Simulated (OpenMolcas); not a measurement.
# RI-MP2/def-SVP (RICD fitting) run of AlBF2H2 (SMILES F[B](F)[AlH2])

Aim: the energy along one coordinate of AlBF2H2. 

The results are computed with OpenMolcas 26.06.

## (1) Starting point

The species is AlBF2H2 (6 atoms), typed as a singlet with charge 0. As SMILES, `F[B](F)[AlH2]`. The shape comes from GFN2-xTB, which is rough for such elements, and wasn't checked as a minimum.

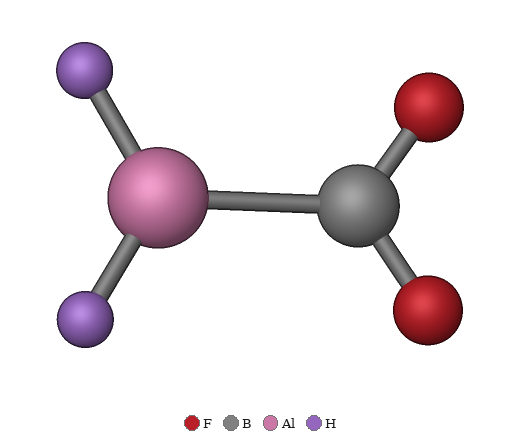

The structure, seen from a chosen angle (fluorine red, boron grey, aluminium pink, hydrogen purple).

## (2) The energy along one coordinate at RI-MP2/def-SVP (RICD fitting)

File run.input:

```
* AlBF2H2 RI-MP2
>>> ForEach K in (1, 2, 3, 4, 5, 6, 7)

&GATEWAY
  Coord = $CurrDir/point$K.xyz
  Basis = def-SVP
  Group = NoSym
  RICD

&SEWARD

&SCF
  Thresholds = 1e-06 0.001 0.001 0.01
  PrOrbitals = 1 1

&MBPT2
  Frozen = 0
>>> EndDo
```

The run is started by

```console
$ export MOLCAS_MEM=1860
$ pymolcas run.input > run.log
```

Output:

```text
--- Start Module: gateway ---

                                              &GATEWAY

                       available to each process: 1.9 GB of memory, 1 thread

++    Symmetry information:
      ---------------------

                    Character Table for C1

                             E
                    a        1  x, y, xy, Rz, z, xz, Ry, yz, Rx, I
--

++    Basis set information:
      ----------------------

      Basis set label: F.DEF-SVP.........

      Electronic valence basis set:
      ------------------
      Associated Effective Charge   9.000000 au
      Associated Actual Charge      9.000000 au
      Nuclear Model: Point charge

      Shell  nPrim  nBasis  Cartesian Spherical Contaminant
         s       7       3        X
         p       4       2        X
         d       1       1                 X

      Basis set label: B.DEF-SVP.........

      Electronic valence basis set:
      ------------------
      Associated Effective Charge   5.000000 au
      Associated Actual Charge      5.000000 au
      Nuclear Model: Point charge

      Shell  nPrim  nBasis  Cartesian Spherical Contaminant
         s       7       3        X
         p       4       2        X
         d       1       1                 X

      Basis set label: F.DEF-SVP.........

      Electronic valence basis set:
      ------------------
      Associated Effective Charge   9.000000 au
      Associated Actual Charge      9.000000 au
      Nuclear Model: Point charge

      Shell  nPrim  nBasis  Cartesian Spherical Contaminant
         s       7       3        X
         p       4       2        X
         d       1       1                 X

      Basis set label: AL.DEF-SVP.........

      Electronic valence basis set:
      ------------------
      Associated Effective Charge  13.000000 au
      Associated Actual Charge     13.000000 au
      Nuclear Model: Point charge

[... 165 lines left out ...]
                                   SCF        iterations: Energy and convergence statistics
[... 116 lines left out ...]
      Nuclear repulsion energy =  132.97436733
[... 282 lines left out ...]
++ Convergence information
[... 100 lines left out ...]
WARNING!
[... 253 lines left out ...]
      Nuclear repulsion energy =  128.88203018
[... 120 lines left out ...]
      Dipole Moment (debye):
[... 74 lines left out ...]
       Reference weight ( Cref**2 )         =        0.88342
[... 260 lines left out ...]
 *                                                       Final Results                                                       *
[... 132 lines left out ...]
       Total energy                         =     -467.0001448384 a.u.
[... 261 lines left out ...]
 *                                             SCF/KS-DFT Program, Final results                                             *
[... 130 lines left out ...]
       Second-order correlation energy      =       -0.5258619957 a.u.
[... 259 lines left out ...]
       Convergence after   6 Iterations
[... 133 lines left out ...]
       SCF energy                           =     -466.4635864977 a.u.
[... 248 lines left out ...]
                                   SCF        iterations: Energy and convergence statistics
[... 111 lines left out ...]
      Nuclear repulsion energy =  120.81176341
[... 4 lines left out ...]
      Symmetry species                           1
                                                 a
      Number of basis functions                 70
      Frozen occupied orbitals                   0
      Active occupied orbitals                  19
      Active external orbitals                  51
      Deleted external orbitals                  0

      Energies of the active occupied orbitals

      symmetry species 1                   -58.471283    -26.325241    -26.242772     -7.747631     -4.910808
                                            -3.229313     -3.225977     -3.225732     -1.618824     -1.483068
                                            -0.808042     -0.725002     -0.702667     -0.661429     -0.594451
                                            -0.593860     -0.578039     -0.452657     -0.441735

      Energies of the active external orbitals

      symmetry species 1                    -0.003481      0.125440      0.134553      0.144266      0.154069
                                             0.201439      0.280167      0.345958      0.441644      0.442795
                                             0.479695      0.504892      0.525033      0.537015      0.565147
                                             0.611450      0.617806      0.639225      0.738848      0.819108
[... 5 lines of this table left out ...]
                                             3.518061      3.604303      3.695817      3.826337      3.950082
                                             4.174779

      ********************************************************************************************************
      *                                               Results                                                *
      ********************************************************************************************************

       SCF energy                           =     -466.4387043865 a.u.
       Second-order correlation energy      =       -0.5301553687 a.u.
       ( Opposite-Spin contribution         =       -0.3969723770 )

       Total energy                         =     -466.9688597552 a.u.

       Reference weight ( Cref**2 )         =        0.87752

::    Total MBPT2 energy                             -466.9688597552

       Zeroth-order energy (E0)             =     -163.2652977497 a.u.

       Shanks-type energy S1(E)             =     -466.9697884549 a.u.

--- Stop Module: mbpt2 /rc=_RC_ALL_IS_WELL_ ---

>>> END FOREACH

.##################.
.# Happy landing! #.
.##################.

    Timing: Wall=12.27 User=10.20 System=1.59
```

It took 13 s on 1 thread of Arm Neoverse V2, shared host; peak memory 0.25 GiB.

The scan, from its lowest point:

```csv
B2–F1 (Å),energy (kJ/mol)
1.127,139.9
1.194,55.1
1.260,13.5
1.326,0.0
1.392,5.4
1.459,23.9
1.591,82.1
```

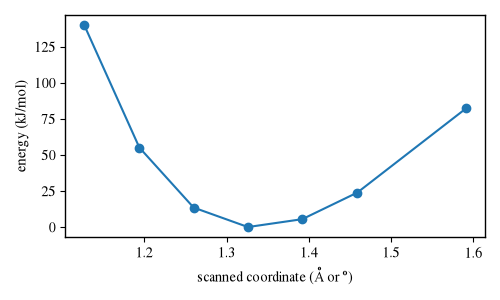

Energy along the scan.

## (3) Outcome

Level: RI-MP2/def-SVP (RICD fitting).

```
                 quantity          value
lowest energy of the scan  -467.00014 Eh
```
